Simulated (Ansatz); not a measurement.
How methods differ on AlBH2OF2 (SMILES O[B](F)[AlH][F])

AlBH2OF2: 7 atoms, total charge 0, spin state singlet. As SMILES, `O[B](F)[AlH][F]`. Geometry: optimised at r2SCAN/def2-SVP. This is one conformer, not always the lowest.

```tsv
atom	x (Å)	y (Å)	z (Å)
O	0.4566	-0.1579	1.7619
B	0.5177	-0.6868	0.5170
F	1.1818	-1.8408	0.4127
Al	-0.4038	0.2906	-1.1569
F	-1.1502	1.7139	-0.6693
H	-0.0333	0.6749	1.7866
H	-0.5076	-0.0621	-2.6977
```

Quantity: the dissociation energy of the H6–O1 bond into doublet H and doublet AlBHOF2 (shapes relaxed at r2SCAN/def2-SVP, no zero-point term), in eV. The values are calculated.

```tsv
level	kind	program	value (eV)
HF/def2-SVP	Hartree–Fock	Ansatz	2.25
SVWN5/def2-SVP	LDA	Ansatz	3.23
PBE/def2-SVP	GGA	Ansatz	2.85
r2SCAN/def2-SVP	meta-GGA	Ansatz	2.72
B3LYP/def2-SVP	global hybrid	Ansatz	2.95
CAM-B3LYP/def2-SVP	range-separated hybrid	Ansatz	2.97
B2PLYP/def2-SVP	double hybrid	Ansatz	2.86
RPA@PBE/def2-SVP	RPA	Ansatz	2.82
```

The values span 2.25 to 3.23 eV. Hartree–Fock misses the correlation of the electron pair that is broken and comes out low. Measured bond enthalpies also hold zero-point and thermal terms, a few tenths of an eV less.

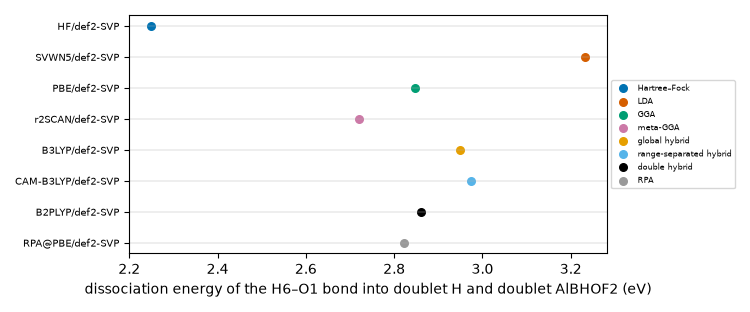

The values of the table, level by level.
